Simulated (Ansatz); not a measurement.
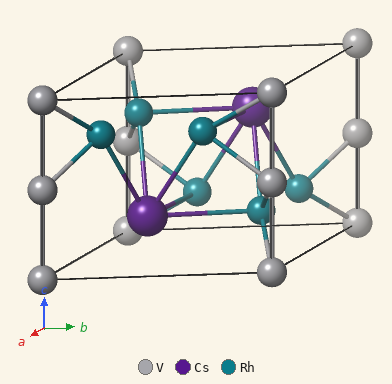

We look at a ball-and-stick model of the crystal slightly off an axis. One simulation cell is outlined, and atoms on its boundary appear in each equivalent place.

Setup: DFT, PAW plane waves, PBE (Ansatz 0.2.0); a kinetic-energy cutoff of 420 eV, a 6×6×6 grid in reciprocal space, Gaussian smearing of 0.047 eV, no spin polarisation. The pressure of the cell is 20 GPa.

Q: What charge does Bader's analysis assign to each element?

A: Cs +0.52 e; V +0.95 e; Rh -0.49 e.

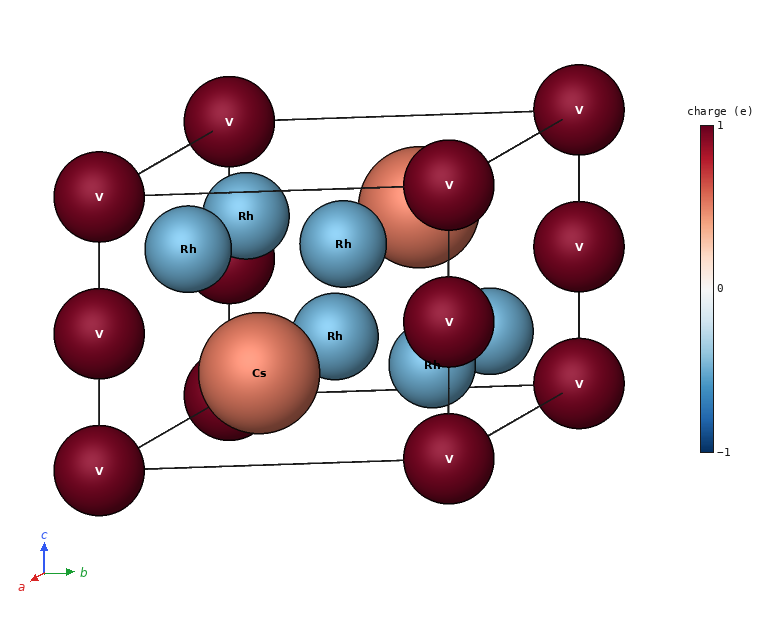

The atoms coloured by those charges.

It goes back to a generated cell, made by putting these elements into a known structure type (the compound may or may not exist in this form). The structure drawn was relaxed with DFT, PAW plane waves, PBE in Ansatz.

At this level of theory the cell isn't at rest (compressed, at 20 GPa), so its distances can differ from those at equilibrium, the more so the softer the solid.
